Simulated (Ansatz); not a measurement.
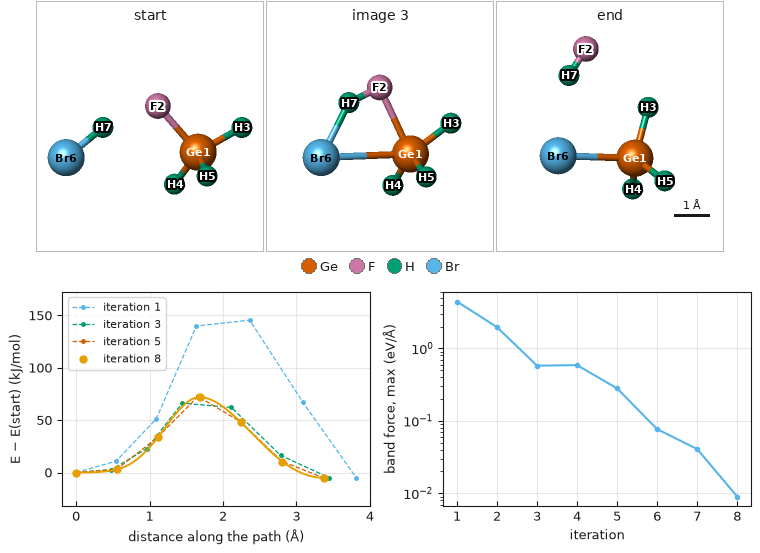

A nudged-elastic-band calculation for GeH₄BrF. Images are numbered from 0 (start) to 6 (end). The plot follows the band through its iterations. The picture is a ball-and-stick view, seen at a tilt.

All numbers below come from RKS PBE/def2-SVP (Ansatz).

Input file:
```yaml
crystal:
  periodic: [false, false, false]
  atoms:
    - { symbol: Ge, position_ang: [0.273514, 0.0, -0.204606] }
    - { symbol: F, position_ang: [-0.025158, 0.0, 1.558585] }
    - { symbol: H, position_ang: [1.814324, 0.0, -0.333409] }
    - { symbol: H, position_ang: [-0.372233, 1.294113, -0.748081] }
    - { symbol: H, position_ang: [-0.372233, -1.294113, -0.748081] }
    - { symbol: Br, position_ang: [-3.256859, 0.0, 1.833601] }
    - { symbol: H, position_ang: [-1.807856, 0.0, 1.95169] }
basis:
  gaussian: { orbitals: def2-SVP }
hamiltonian:
  xc: pbe
neb:
  order_check: false
  images: 5
  f_tol: 0.03
  max_iterations: 60
  spring: 0.5
  final_atoms:
    - { symbol: Ge, position_ang: [-0.40921701, -9.157e-05, -0.53276893] }
    - { symbol: F, position_ang: [0.05083959, 2.027e-05, 2.88315099] }
    - { symbol: H, position_ang: [0.75294016, -0.00015348, 0.47473455] }
    - { symbol: H, position_ang: [-0.470133, 1.27918193, -1.3978645] }
    - { symbol: H, position_ang: [-0.47002064, -1.27913508, -1.39821552] }
    - { symbol: Br, position_ang: [-2.38107608, -0.00034349, 0.76166957] }
    - { symbol: H, position_ang: [-0.81983403, 0.00052141, 2.51899285] }
  initial_path:
    images:
      - { positions_ang: [[0.273514, 0.0, -0.204606], [-0.025158, 0.0, 1.558585], [1.814324, 0.0, -0.333409], [-0.372233, 1.294113, -0.748081], [-0.372233, -1.294113, -0.748081], [-3.256859, 0.0, 1.833601], [-1.807856, 0.0, 1.95169]] }
      - { positions_ang: [[0.18662601, 0.0, -0.13141829], [-0.03117113, 0.0, 1.72045109], [1.70559763, 0.0, -0.37583664], [-0.48236188, 1.284342, -0.67245435], [-0.48236188, -1.284342, -0.67245435], [-3.02856599, 0.0, 1.48749686], [-1.61426376, 0.0, 1.95391469]] }
      - { positions_ang: [[0.09973802, 0.0, -0.05823058], [-0.03718427, 0.0, 1.88231718], [1.59687126, 0.0, -0.41826429], [-0.59249075, 1.274571, -0.59682771], [-0.59249075, -1.274571, -0.59682771], [-2.80027298, 0.0, 1.14139272], [-1.42067152, 0.0, 1.95613939]] }
      - { positions_ang: [[0.01285002, 0.0, 0.01495714], [-0.0431974, 0.0, 2.04418327], [1.4881449, 0.0, -0.46069193], [-0.70261963, 1.2648, -0.52120106], [-0.70261963, -1.2648, -0.52120106], [-2.57197997, 0.0, 0.79528857], [-1.22707929, 0.0, 1.95836408]] }
      - { positions_ang: [[-0.12783899, -3.052e-05, -0.16761822], [-0.01185174, 6.76e-06, 2.32383917], [1.24307665, -5.116e-05, -0.14888311], [-0.62512409, 1.26959398, -0.81342221], [-0.62508663, -1.26957836, -0.81353922], [-2.50834534, -0.0001145, 0.78408224], [-1.09133087, 0.0001738, 2.14524034]] }
      - { positions_ang: [[-0.268528, -6.105e-05, -0.35019358], [0.01949393, 1.352e-05, 2.60349508], [0.99800841, -0.00010232, 0.16292572], [-0.54762854, 1.27438796, -1.10564335], [-0.54755363, -1.27435672, -1.10587737], [-2.44471071, -0.00022899, 0.7728759], [-0.95558245, 0.00034761, 2.33211659]] }
      - { positions_ang: [[-0.40921701, -9.157e-05, -0.53276893], [0.05083959, 2.027e-05, 2.88315099], [0.75294016, -0.00015348, 0.47473455], [-0.470133, 1.27918193, -1.3978645], [-0.47002064, -1.27913508, -1.39821552], [-2.38107608, -0.00034349, 0.76166957], [-0.81983403, 0.00052141, 2.51899285]] }
```

Run as
```bash
ansatz run input.yaml --threads 2 --pin off --max-ram 3072MiB --backend cpu --events-out ev --progress --plain --runs-dir out
```

Question: Judge this run.

Answer: The run is converged, with reservations. The band converged in 8 iterations. The largest component of the band force went from 4.4 to 0.009 eV/Å. The climbing image converged on the top of the path. Its curvatures weren't checked. The first iteration put the highest image at 145.5 kJ/mol. The energy climbs by 72.0 kJ/mol to image 3 and then falls by 77.1 kJ/mol, so the end point sits at −5.2 kJ/mol.

The run took 58 s on 2 threads of Intel(R) Xeon(R) Platinum 8259CL CPU @ 2.50GHz (Skylake/Cascade Lake) (shared host), peak memory 0.16 GiB.
